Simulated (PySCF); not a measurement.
```yaml
atoms:
  - { symbol: C, position_ang: [-2.3998, 1.1674, 0.0156] }
  - { symbol: C, position_ang: [-1.2640, 0.7271, 0.6216] }
  - { symbol: C, position_ang: [-0.5837, -0.4547, 0.3569] }
  - { symbol: Cl, position_ang: [-1.1410, -1.4993, -0.8933] }
  - { symbol: C, position_ang: [0.6731, -0.8552, 1.0076] }
  - { symbol: Si, position_ang: [2.1862, -0.2935, -0.0495] }
  - { symbol: H, position_ang: [-2.8765, 0.6018, -0.7643] }
  - { symbol: H, position_ang: [-2.8570, 2.0951, 0.3039] }
  - { symbol: H, position_ang: [-0.8280, 1.3333, 1.4065] }
  - { symbol: H, position_ang: [0.7387, -0.4011, 1.9961] }
  - { symbol: H, position_ang: [0.7186, -1.9376, 1.1260] }
  - { symbol: H, position_ang: [2.0910, -0.9097, -1.3693] }
  - { symbol: H, position_ang: [2.1465, 1.1649, -0.1447] }
  - { symbol: H, position_ang: [3.3953, -0.7390, 0.6448] }
```

Geometry: GFN2-xTB.

Theory: UKS B3LYP, pcH-1 on C Cl H Si, non-relativistic, mean-field spin-orbit, GIAO (PySCF 2.14.0, density-fitted response routines).

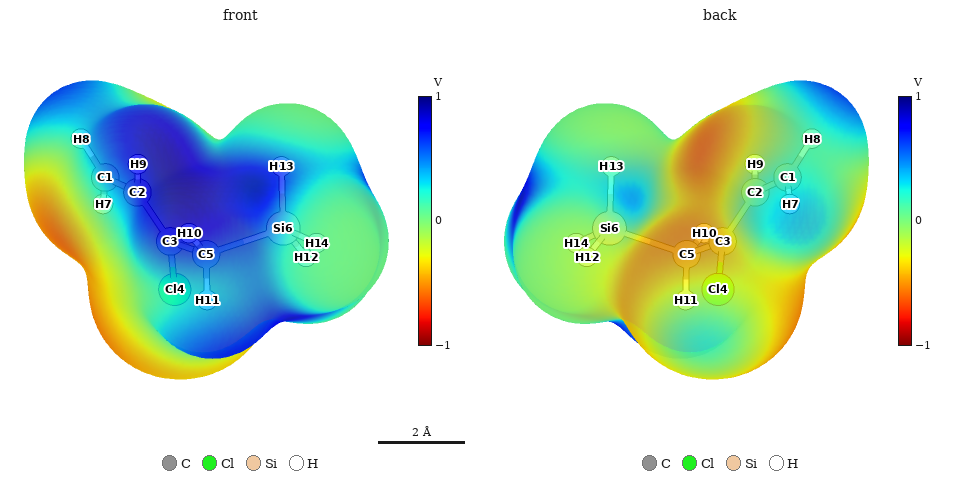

C4H8ClSi (doublet). The molecular electrostatic potential painted on the density surface at 0.001 e/bohr³, seen from the front and from behind; red is negative and blue positive.

**Describe the electrostatic potential map.**

The most negative region (about −0.6 V) lies over the π face of C1 and C2, the most positive (about +0.9 V) over Si6, H9 and H10. Cl4 shows a σ-hole: about +0.1 V at the tip opposite its bond, against about −0.3 V on its flanks.
